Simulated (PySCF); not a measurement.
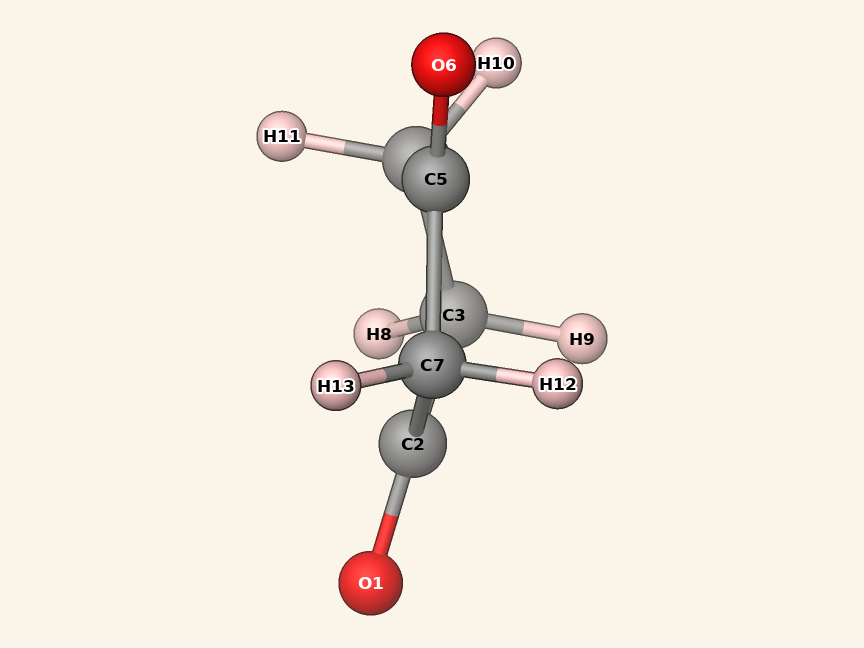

C4 lies behind C5. The molecule seen nearly along the C5–C4 bond, C5 in front. Atoms fade into the background with distance from the viewer. Geometry: a frame of a GFN2-xTB molecular-dynamics simulation, not a minimum.

Q: What is the torsion angle O6–C5–C4–C3? The sign is positive where the front bond must turn clockwise to cover the back bond.

A: 165°, antiperiplanar (anti).
